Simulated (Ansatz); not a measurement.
Results of PBE0 (PAW; Ansatz, a program for electronic structure) for cubic perovskite BaLiF3.

Numerical settings: plane-wave cutoff 460 eV, 6×6×6 k mesh, Fermi–Dirac smearing 0.01 eV, scalar-relativistic PAW data made under PBE.

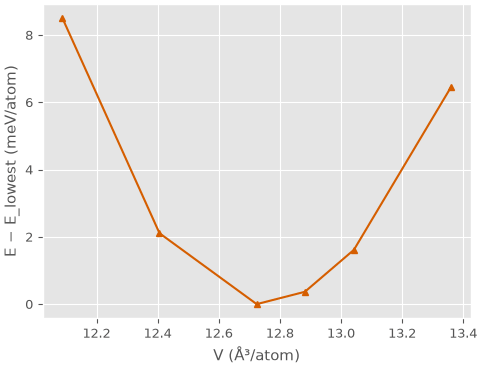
Figure. Total energy against volume

### Question
From the curve, estimate the equilibrium volume and the bulk modulus.

### Answer
V0 ≈ 12.7 Å³/atom and B0 ≈ 75 GPa; the fit gives V0 = 12.738 Å³/atom, B0 = 74.5 GPa, B′ = 4.7.

Note: the relaxation could not lower the start's symmetry, so the cell can be a saddle point above a distorted one.

Spin–orbit coupling is not included.

The computed numbers hold no vibrational or temperature effects.

It cost around 13 core-minutes (rough) of CPU time.
